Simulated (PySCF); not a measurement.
**C₂H₇FSi₂: NMR shifts at several levels of theory, part 1 of 2**

How much do the NMR shifts of C₂H₇FSi₂ (`F[SiH]1C[SiH2]C1`) depend on the level of theory, and what does each level cost?

The runs use PySCF 2.14.0, with density-fitted response routines of our own; the level of theory stands in each step. All values are computed, except where a source is named. Atoms count from 0, in the outputs and in this text.

## Step 1: The molecule as given

12 atoms, charge 0, multiplicity 1; geometry from: PBE0-D3(BJ)/def2-SVP.

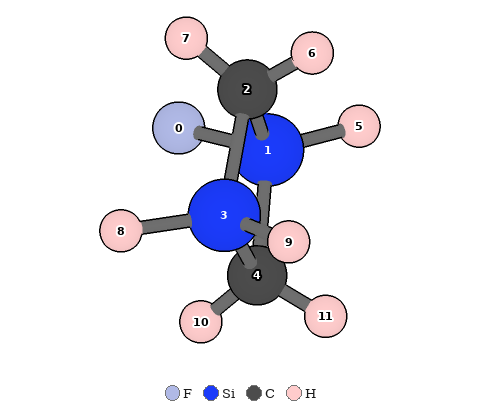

As it starts; fluorine light blue, silicon blue, carbon dark grey, hydrogen pink, atoms numbered.

## Step 2: NMR shieldings: HF/pcSseg-2

The job: settings as JSON, then the geometry in Å.

```
{"job": {"kind": "nmr", "xc": "HF", "basis": "pcSseg-2", "pop": false}, "charge": 0, "multiplicity": 1}
F      1.332585     0.140927     2.141309
Si     1.175111    -0.123254     0.539621
C     -0.218661    -1.338836     0.172580
Si    -1.212289     0.133504    -0.528383
C      0.277537     1.305420    -0.301241
H      2.531843    -0.469374     0.024993
H      0.046005    -2.104792    -0.574272
H     -0.655892    -1.846933     1.045469
H     -2.380009     0.504097     0.326836
H     -1.665284    -0.037426    -1.942594
H      0.100874     2.190045     0.329459
H      0.742840     1.641362    -1.241594
```

Level: GIAO HF/pcSseg-2 NMR shielding, non-relativistic, gas phase.

Command:

```
> OMP_NUM_THREADS=1 python probes_run.py task.json out
```

This one command runs all jobs of the session in turn.

What it wrote:

```text
final grid: 95480 points
cycle   1  E = -757.2027246632  dE =  4.548e-01  |g| = 5.552e-01  |ddm| = 2.390e+00
cycle   2  E = -757.2693371712  dE = -6.661e-02  |g| = 3.205e-01  |ddm| = 4.718e-01
cycle   3  E = -757.2846873302  dE = -1.535e-02  |g| = 6.391e-02  |ddm| = 1.520e-01
cycle   4  E = -757.2861269039  dE = -1.440e-03  |g| = 1.097e-02  |ddm| = 7.780e-02
cycle   5  E = -757.2861692310  dE = -4.233e-05  |g| = 2.557e-03  |ddm| = 1.246e-02
cycle   6  E = -757.2861724087  dE = -3.178e-06  |g| = 7.124e-04  |ddm| = 3.875e-03
cycle   7  E = -757.2861727360  dE = -3.272e-07  |g| = 2.239e-04  |ddm| = 1.351e-03
cycle   8  E = -757.2861727668  dE = -3.089e-08  |g| = 6.427e-05  |ddm| = 4.483e-04
cycle   9  E = -757.2861727694  dE = -2.572e-09  |g| = 1.546e-05  |ddm| = 1.294e-04
cycle  10  E = -757.2861727696  dE = -1.585e-10  |g| = 4.101e-06  |ddm| = 3.332e-05
converged SCF energy = -757.2861727696

GIAO shielding tensors (ppm)
atom      isotropic    diamagn.    paramagn.     s11        s22        s33       span
  0 F      377.308     468.700     -91.392    350.893    387.889    393.142     42.250
  1 Si     371.460     873.053    -501.593    346.423    373.137    394.821     48.399
  2 C      192.392     253.309     -60.917    178.343    193.149    205.684     27.341
  3 Si     420.509     875.171    -454.662    402.803    411.283    447.441     44.638
  4 C      192.494     253.321     -60.826    178.419    193.235    205.829     27.410
  5 H       26.410      28.815      -2.405     23.402     24.126     31.701      8.299
  6 H       31.260      31.123       0.137     27.223     28.177     38.381     11.158
  7 H       31.101      30.606       0.495     27.261     27.614     38.428     11.167
  8 H       27.214      29.373      -2.159     24.269     25.051     32.321      8.052
  9 H       27.234      29.148      -1.914     24.231     25.066     32.404      8.172
 10 H       31.108      30.646       0.462     27.280     27.648     38.396     11.116
 11 H       31.258      31.100       0.157     27.198     28.160     38.415     11.216
```

Run time: 17 s. Hardware: 1 thread of Arm Neoverse V2, shared host; peak memory 1.1 GiB.

The references, computed at this level on geometries of the same kind, shield at (ppm): 1H TMS 31.68, 13C TMS 191.5, 29Si TMS 383.0, 19F CFCl3 245.3. Their shielding less the atom's gives the shift. The references are single molecules in the gas phase, so shifts against H2O, NH3, PH3, H3PO4 or CFCl3 are not on the usual liquid scales and can be off by tens of ppm. Atoms listed in one row are averaged.

```csv
atoms,environment,σ (ppm),δ (ppm)
"C2, C4",sp3 CH2 bonded to 2 Si,192.4,-1.0
H5,"hydrogen on a silicon bonded to 2 C, F, in a 4-membered ring",26.41,5.27
H8,"hydrogen on a silicon bonded to 2 C, in a 4-membered ring",27.21,4.47
H9,"hydrogen on a silicon bonded to 2 C, in a 4-membered ring",27.23,4.45
"H7, H10",hydrogen on an sp3 CH2 bonded to 2 Si,31.10,0.58
"H6, H11",hydrogen on an sp3 CH2 bonded to 2 Si,31.26,0.42
F0,fluorine bonded to Si,377.3,-132.0
Si1,"silicon bonded to 2 C, F, H, in a 4-membered ring",371.5,11.5
Si3,"silicon bonded to 2 C, 2 H, in a 4-membered ring",420.5,-37.5
```

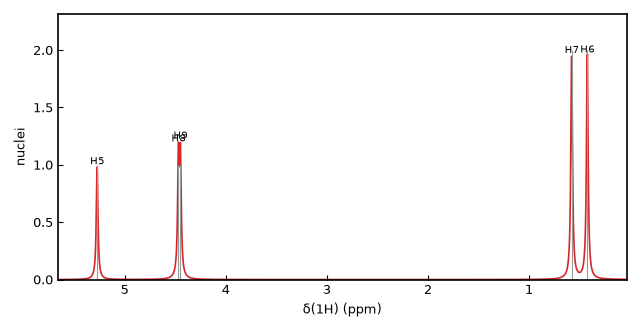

1H lines at the computed shifts, without couplings. Lines are broadened to a width of 0.02 ppm (Lorentzian).

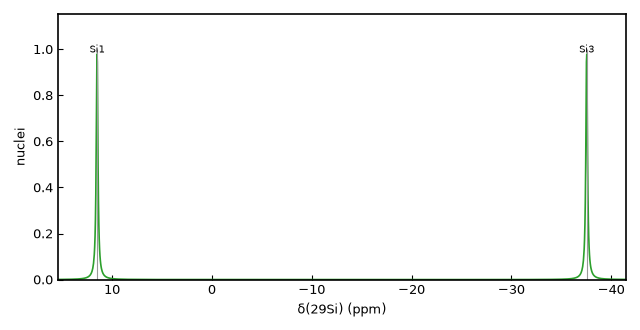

29Si lines at the computed shifts, without couplings. Lines are broadened to a width of 0.20 ppm (Lorentzian).

Ring of atoms Si1, C2, Si3, C4: NICS(0) 1.1, NICS(1) -1.3, NICS(1)zz 2.6 ppm (means of both faces).

## Step 3: Shielding tensors: LDA/pcSseg-2

The job, as its differences from that of step 2:

```diff
@@ -1,2 +1,2 @@
-{"job": {"kind": "nmr", "xc": "HF", "basis": "pcSseg-2", "pop": false}, "charge": 0, "multiplicity": 1}
+{"job": {"kind": "nmr", "xc": "LDA", "basis": "pcSseg-2", "pop": false}, "charge": 0, "multiplicity": 1}
 F      1.332585     0.140927     2.141309
```

Method: GIAO LDA/pcSseg-2 NMR shielding, non-relativistic, gas phase.

What it wrote:

```text
coarse grid: 10848 points
cycle   1  E = -755.5814516244  dE =  2.775e-01  |g| = 8.741e-01  |ddm| = 2.568e+00
cycle   2  E = -755.1550830997  dE =  4.264e-01  |g| = 1.639e+00  |ddm| = 1.699e+00
cycle   3  E = -755.7360167001  dE = -5.809e-01  |g| = 1.681e-01  |ddm| = 1.267e+00
cycle   4  E = -755.7393499646  dE = -3.333e-03  |g| = 8.752e-02  |ddm| = 1.365e-01
cycle   5  E = -755.7408721028  dE = -1.522e-03  |g| = 1.844e-02  |ddm| = 6.395e-02
cycle   6  E = -755.7409527235  dE = -8.062e-05  |g| = 5.493e-03  |ddm| = 1.982e-02
cycle   7  E = -755.7409609459  dE = -8.222e-06  |g| = 7.214e-04  |ddm| = 6.518e-03
final grid: 95480 points
cycle   8  E = -755.7364450982  dE = -5.304e-05  |g| = 3.191e-03  |ddm| = 2.928e-02
cycle   9  E = -755.7364405902  dE =  4.508e-06  |g| = 5.026e-03  |ddm| = 5.308e-03
cycle  10  E = -755.7364470761  dE = -6.486e-06  |g| = 7.678e-04  |ddm| = 3.916e-03
cycle  11  E = -755.7364471861  dE = -1.100e-07  |g| = 3.061e-04  |ddm| = 5.714e-04
cycle  12  E = -755.7364472004  dE = -1.422e-08  |g| = 5.055e-05  |ddm| = 1.630e-04
cycle  13  E = -755.7364472007  dE = -3.511e-10  |g| = 1.995e-05  |ddm| = 5.213e-05
converged SCF energy = -755.7364472007

GIAO shielding tensors (ppm)
atom      isotropic    diamagn.    paramagn.     s11        s22        s33       span
  0 F      324.198     466.155    -141.958    283.847    331.571    357.176     73.329
  1 Si     265.692     876.204    -610.512    221.581    259.443    316.051     94.470
  2 C      174.935     253.708     -78.773    155.355    175.049    194.401     39.046
  3 Si     346.275     878.941    -532.666    316.465    332.514    389.845     73.380
  4 C      175.064     253.689     -78.625    155.444    175.180    194.568     39.124
  5 H       24.096      27.711      -3.615     21.155     22.137     28.998      7.844
  6 H       29.828      30.107      -0.279     26.077     27.470     35.937      9.860
  7 H       29.788      29.711       0.077     26.491     26.648     36.224      9.733
  8 H       25.433      28.397      -2.964     22.440     23.745     30.114      7.674
  9 H       25.433      28.172      -2.739     22.593     23.746     29.960      7.367
 10 H       29.793      29.743       0.050     26.514     26.672     36.192      9.678
 11 H       29.830      30.087      -0.257     26.062     27.455     35.974      9.912
```

Run time: 33 s. Hardware: 1 thread of Arm Neoverse V2, shared host; peak memory 0.93 GiB.

In short: δ C2 5.3, F0 -186.0, Si1 37.4, Si3 -43.2, H5 6.67, H8 5.34 ppm (means over like atoms).

## Step 4: Shielding tensors: PBE/pcSseg-2

The job, as its differences from that of step 3:

```diff
@@ -1,2 +1,2 @@
-{"job": {"kind": "nmr", "xc": "LDA", "basis": "pcSseg-2", "pop": false}, "charge": 0, "multiplicity": 1}
+{"job": {"kind": "nmr", "xc": "PBE", "basis": "pcSseg-2", "pop": false}, "charge": 0, "multiplicity": 1}
 F      1.332585     0.140927     2.141309
```

With the program's defaults for keys left out, this is: GIAO PBE/pcSseg-2 NMR shielding, non-relativistic, gas phase.

What it wrote:

```text
coarse grid: 10848 points
cycle   1  E = -758.7608122856  dE =  2.822e-01  |g| = 8.674e-01  |ddm| = 2.548e+00
cycle   2  E = -758.3659465242  dE =  3.949e-01  |g| = 1.614e+00  |ddm| = 1.691e+00
cycle   3  E = -758.9110495015  dE = -5.451e-01  |g| = 1.784e-01  |ddm| = 1.264e+00
cycle   4  E = -758.9153627310  dE = -4.313e-03  |g| = 8.393e-02  |ddm| = 1.465e-01
cycle   5  E = -758.9168188107  dE = -1.456e-03  |g| = 1.877e-02  |ddm| = 6.548e-02
cycle   6  E = -758.9169099366  dE = -9.113e-05  |g| = 5.298e-03  |ddm| = 2.060e-02
cycle   7  E = -758.9169174671  dE = -7.531e-06  |g| = 7.545e-04  |ddm| = 6.274e-03
final grid: 95480 points
cycle   8  E = -758.9266060135  dE = -7.991e-05  |g| = 9.892e-03  |ddm| = 3.392e-02
cycle   9  E = -758.9265491680  dE =  5.685e-05  |g| = 1.752e-02  |ddm| = 1.860e-02
cycle  10  E = -758.9266297131  dE = -8.055e-05  |g| = 1.574e-03  |ddm| = 1.274e-02
cycle  11  E = -758.9266300162  dE = -3.031e-07  |g| = 8.479e-04  |ddm| = 1.147e-03
cycle  12  E = -758.9266301225  dE = -1.063e-07  |g| = 8.407e-05  |ddm| = 4.262e-04
cycle  13  E = -758.9266301237  dE = -1.240e-09  |g| = 4.222e-05  |ddm| = 1.201e-04
cycle  14  E = -758.9266301242  dE = -4.452e-10  |g| = 4.564e-06  |ddm| = 4.696e-05
converged SCF energy = -758.9266301242

GIAO shielding tensors (ppm)
atom      isotropic    diamagn.    paramagn.     s11        s22        s33       span
  0 F      329.152     467.107    -137.955    290.426    339.901    357.129     66.702
  1 Si     294.637     875.941    -581.304    252.984    292.159    338.767     85.783
  2 C      175.133     252.881     -77.748    156.485    175.941    192.972     36.487
  3 Si     364.397     878.560    -514.163    336.851    351.876    404.463     67.612
  4 C      175.251     252.862     -77.610    156.576    176.050    193.129     36.553
  5 H       24.784      28.351      -3.567     21.849     22.790     29.713      7.864
  6 H       30.300      30.457      -0.157     26.660     27.927     36.312      9.652
  7 H       30.247      30.071       0.175     27.021     27.147     36.572      9.551
  8 H       26.073      29.141      -3.068     23.125     24.353     30.742      7.618
  9 H       26.069      28.854      -2.785     23.256     24.351     30.599      7.342
 10 H       30.252      30.103       0.149     27.040     27.175     36.540      9.499
 11 H       30.301      30.435      -0.134     26.643     27.913     36.348      9.706
```

Wall time 39 s (1 thread of Arm Neoverse V2, shared host); peak memory 0.89 GiB.

This run: δ C2 4.2, F0 -186.2, Si1 28.8, Si3 -41.0, H5 6.39, H9 5.11 ppm (means over like atoms).

## Step 5: NMR shieldings: BLYP/pcSseg-2

The job, as its differences from that of step 4:

```diff
@@ -1,2 +1,2 @@
-{"job": {"kind": "nmr", "xc": "PBE", "basis": "pcSseg-2", "pop": false}, "charge": 0, "multiplicity": 1}
+{"job": {"kind": "nmr", "xc": "BLYP", "basis": "pcSseg-2", "pop": false}, "charge": 0, "multiplicity": 1}
 F      1.332585     0.140927     2.141309
```

Method: GIAO BLYP/pcSseg-2 NMR shielding, non-relativistic, gas phase.

What it wrote:

```text
coarse grid: 10848 points
cycle   1  E = -759.1862653029  dE =  2.918e-01  |g| = 9.347e-01  |ddm| = 2.540e+00
cycle   2  E = -758.7112415546  dE =  4.750e-01  |g| = 1.765e+00  |ddm| = 1.853e+00
cycle   3  E = -759.3570422213  dE = -6.458e-01  |g| = 2.079e-01  |ddm| = 1.408e+00
cycle   4  E = -759.3629146828  dE = -5.872e-03  |g| = 9.695e-02  |ddm| = 1.706e-01
cycle   5  E = -759.3648265593  dE = -1.912e-03  |g| = 2.397e-02  |ddm| = 7.672e-02
cycle   6  E = -759.3649776285  dE = -1.511e-04  |g| = 6.054e-03  |ddm| = 2.592e-02
cycle   7  E = -759.3649874439  dE = -9.815e-06  |g| = 8.652e-04  |ddm| = 7.228e-03
final grid: 95480 points
cycle   8  E = -759.3741856900  dE = -5.917e-05  |g| = 7.201e-03  |ddm| = 3.200e-02
cycle   9  E = -759.3741541578  dE =  3.153e-05  |g| = 1.347e-02  |ddm| = 1.315e-02
cycle  10  E = -759.3741970528  dE = -4.290e-05  |g| = 1.392e-03  |ddm| = 9.093e-03
cycle  11  E = -759.3741972591  dE = -2.062e-07  |g| = 6.348e-04  |ddm| = 9.407e-04
cycle  12  E = -759.3741973318  dE = -7.277e-08  |g| = 7.933e-05  |ddm| = 3.971e-04
cycle  13  E = -759.3741973327  dE = -8.354e-10  |g| = 2.719e-05  |ddm| = 7.812e-05
converged SCF energy = -759.3741973327

GIAO shielding tensors (ppm)
atom      isotropic    diamagn.    paramagn.     s11        s22        s33       span
  0 F      329.015     467.931    -138.916    290.120    342.744    354.181     64.060
  1 Si     285.928     875.356    -589.428    245.580    286.505    325.700     80.120
  2 C      170.040     251.521     -81.481    150.435    171.367    188.319     37.884
  3 Si     351.394     877.907    -526.513    322.905    339.287    391.992     69.087
  4 C      170.158     251.505     -81.348    150.515    171.480    188.477     37.962
  5 H       25.103      28.483      -3.380     22.191     23.093     30.026      7.835
  6 H       30.560      30.781      -0.221     27.115     28.323     36.244      9.128
  7 H       30.486      30.408       0.077     27.430     27.566     36.462      9.031
  8 H       26.383      29.207      -2.823     23.448     24.684     31.018      7.570
  9 H       26.368      28.942      -2.574     23.567     24.667     30.871      7.303
 10 H       30.492      30.437       0.055     27.449     27.595     36.431      8.983
 11 H       30.560      30.764      -0.203     27.097     28.309     36.276      9.180
```

Wall time 37 s (1 thread of Arm Neoverse V2, shared host); peak memory 0.88 GiB.

This run: δ C2 4.9, F0 -185.9, Si1 23.7, Si3 -41.7, H5 6.27, H9 5.01 ppm (means over like atoms).

## Step 6: Nuclear shieldings: BP86/pcSseg-2

The job, as its differences from that of step 5:

```diff
@@ -1,2 +1,2 @@
-{"job": {"kind": "nmr", "xc": "BLYP", "basis": "pcSseg-2", "pop": false}, "charge": 0, "multiplicity": 1}
+{"job": {"kind": "nmr", "xc": "BP86", "basis": "pcSseg-2", "pop": false}, "charge": 0, "multiplicity": 1}
 F      1.332585     0.140927     2.141309
```

Method: GIAO BP86/pcSseg-2 NMR shielding, non-relativistic, gas phase.

What it wrote:

```text
coarse grid: 10848 points
cycle   1  E = -759.3244023783  dE =  2.807e-01  |g| = 8.686e-01  |ddm| = 2.538e+00
cycle   2  E = -758.9427898663  dE =  3.816e-01  |g| = 1.607e+00  |ddm| = 1.612e+00
cycle   3  E = -759.4736070995  dE = -5.308e-01  |g| = 1.796e-01  |ddm| = 1.186e+00
cycle   4  E = -759.4780488851  dE = -4.442e-03  |g| = 8.240e-02  |ddm| = 1.428e-01
cycle   5  E = -759.4794600667  dE = -1.411e-03  |g| = 1.794e-02  |ddm| = 6.382e-02
cycle   6  E = -759.4795449404  dE = -8.487e-05  |g| = 5.266e-03  |ddm| = 2.007e-02
cycle   7  E = -759.4795520247  dE = -7.084e-06  |g| = 8.778e-04  |ddm| = 6.027e-03
final grid: 95480 points
cycle   8  E = -759.4885926894  dE = -7.292e-05  |g| = 5.999e-03  |ddm| = 3.194e-02
cycle   9  E = -759.4885789054  dE =  1.378e-05  |g| = 9.568e-03  |ddm| = 9.316e-03
cycle  10  E = -759.4885993983  dE = -2.049e-05  |g| = 9.622e-04  |ddm| = 6.496e-03
cycle  11  E = -759.4885994963  dE = -9.806e-08  |g| = 3.071e-04  |ddm| = 7.362e-04
cycle  12  E = -759.4885995148  dE = -1.851e-08  |g| = 1.119e-04  |ddm| = 2.858e-04
cycle  13  E = -759.4885995166  dE = -1.712e-09  |g| = 4.234e-05  |ddm| = 7.782e-05
cycle  14  E = -759.4885995170  dE = -4.172e-10  |g| = 3.365e-06  |ddm| = 3.810e-05
converged SCF energy = -759.4885995170

GIAO shielding tensors (ppm)
atom      isotropic    diamagn.    paramagn.     s11        s22        s33       span
  0 F      330.893     466.847    -135.954    292.881    341.631    358.166     65.285
  1 Si     294.022     875.988    -581.966    252.726    292.300    337.038     84.312
  2 C      174.955     253.050     -78.095    156.253    175.962    192.650     36.397
  3 Si     362.330     878.543    -516.213    334.966    349.821    402.203     67.237
  4 C      175.073     253.034     -77.961    156.348    176.068    192.804     36.457
  5 H       24.865      28.433      -3.569     21.936     22.863     29.796      7.860
  6 H       30.385      30.569      -0.184     26.775     28.014     36.365      9.589
  7 H       30.323      30.181       0.142     27.113     27.242     36.614      9.501
  8 H       26.147      29.138      -2.991     23.202     24.413     30.826      7.624
  9 H       26.143      28.880      -2.737     23.317     24.412     30.699      7.382
 10 H       30.328      30.212       0.116     27.132     27.271     36.582      9.450
 11 H       30.386      30.549      -0.163     26.758     28.000     36.401      9.643
```

It took 39 s on 1 thread of Arm Neoverse V2, shared host; peak memory 0.92 GiB.

Key values: δ C2 4.2, F0 -186.9, Si1 28.0, Si3 -40.3, H5 6.37, H9 5.09 ppm (means over like atoms).

## Step 7: Nuclear shieldings: OPBE/pcSseg-2

The job, as its differences from that of step 6:

```diff
@@ -1,2 +1,2 @@
-{"job": {"kind": "nmr", "xc": "BP86", "basis": "pcSseg-2", "pop": false}, "charge": 0, "multiplicity": 1}
+{"job": {"kind": "nmr", "xc": "OPBE", "basis": "pcSseg-2", "pop": false}, "charge": 0, "multiplicity": 1}
 F      1.332585     0.140927     2.141309
```

With the program's defaults for keys left out, this is: GIAO OPBE/pcSseg-2 NMR shielding, non-relativistic, gas phase.

What it wrote:

```text
coarse grid: 10848 points
cycle   1  E = -759.1194241872  dE =  2.489e-01  |g| = 8.054e-01  |ddm| = 2.599e+00
cycle   2  E = -758.8045291287  dE =  3.149e-01  |g| = 1.481e+00  |ddm| = 1.650e+00
cycle   3  E = -759.2505573408  dE = -4.460e-01  |g| = 1.513e-01  |ddm| = 1.220e+00
cycle   4  E = -759.2539425844  dE = -3.385e-03  |g| = 7.434e-02  |ddm| = 1.365e-01
cycle   5  E = -759.2551340084  dE = -1.191e-03  |g| = 1.475e-02  |ddm| = 5.914e-02
cycle   6  E = -759.2551952188  dE = -6.121e-05  |g| = 4.523e-03  |ddm| = 1.709e-02
cycle   7  E = -759.2552002996  dE = -5.081e-06  |g| = 9.294e-04  |ddm| = 5.706e-03
final grid: 95480 points
cycle   8  E = -759.2586124601  dE = -2.376e-04  |g| = 2.172e-02  |ddm| = 5.555e-02
cycle   9  E = -759.2584710669  dE =  1.414e-04  |g| = 3.571e-02  |ddm| = 2.902e-02
cycle  10  E = -759.2586789586  dE = -2.079e-04  |g| = 3.824e-03  |ddm| = 1.990e-02
cycle  11  E = -759.2586803965  dE = -1.438e-06  |g| = 1.608e-03  |ddm| = 2.869e-03
cycle  12  E = -759.2586810510  dE = -6.545e-07  |g| = 2.136e-04  |ddm| = 1.300e-03
cycle  13  E = -759.2586810596  dE = -8.559e-09  |g| = 1.012e-04  |ddm| = 2.564e-04
cycle  14  E = -759.2586810623  dE = -2.696e-09  |g| = 9.660e-06  |ddm| = 1.081e-04
cycle  15  E = -759.2586810623  dE = -1.637e-11  |g| = 2.041e-06  |ddm| = 1.140e-05
converged SCF energy = -759.2586810623

GIAO shielding tensors (ppm)
atom      isotropic    diamagn.    paramagn.     s11        s22        s33       span
  0 F      339.421     467.473    -128.052    303.645    350.596    364.022     60.377
  1 Si     328.989     876.816    -547.827    289.477    325.718    371.771     82.294
  2 C      181.658     253.971     -72.313    164.931    182.649    197.395     32.464
  3 Si     393.134     879.424    -486.290    368.293    381.422    429.687     61.394
  4 C      181.769     253.948     -72.179    165.039    182.731    197.537     32.498
  5 H       24.969      28.643      -3.674     22.012     22.977     29.917      7.905
  6 H       30.306      30.248       0.057     26.529     27.736     36.652     10.123
  7 H       30.256      29.848       0.408     26.836     26.999     36.933     10.097
  8 H       26.184      29.705      -3.520     23.298     24.400     30.854      7.556
  9 H       26.197      29.295      -3.098     23.426     24.423     30.744      7.318
 10 H       30.260      29.882       0.378     26.853     27.027     36.899     10.045
 11 H       30.308      30.220       0.088     26.511     27.723     36.691     10.181
```

Wall time 41 s (1 thread of Arm Neoverse V2, shared host); peak memory 0.93 GiB.

In short: δ C2 2.7, F0 -184.3, Si1 26.6, Si3 -37.6, H5 6.23, H8 5.01 ppm (means over like atoms).

(Continued in part 2 of 2.)
